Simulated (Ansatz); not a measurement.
All values below come from PBE (plane waves to 420 eV, PAW; Ansatz, a quantum-chemistry and plane-wave program).

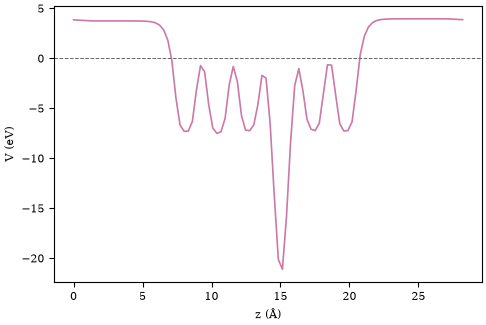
Planar average of the electrostatic potential across the slab, in eV from the Fermi level, for a constructed model of the (111) surface of fcc Al, a layer of Ta in place of the third plane (bottom of the slab: a bare face, its two planes held)

Slab: 6 atoms, 12.3 Å thick at the start with caps and adatoms (thin: gaps and levels are the slab's own); k 15x15x1, smearing 0.1 eV, dipole-corrected; 2 atoms held, the rest relaxed; start symmetry kept, larger cells not searched; no spin, no spin-orbit, no U. In PBE it is, or lies within 0.01 eV a 1x1 cell of, the lowest of the 2 structures of its composition computed so far; subsurface sites and larger cells were not tried.

The vacuum level lies 3.96 eV above the Fermi level over the top face and 3.74 eV above it under the bottom face.
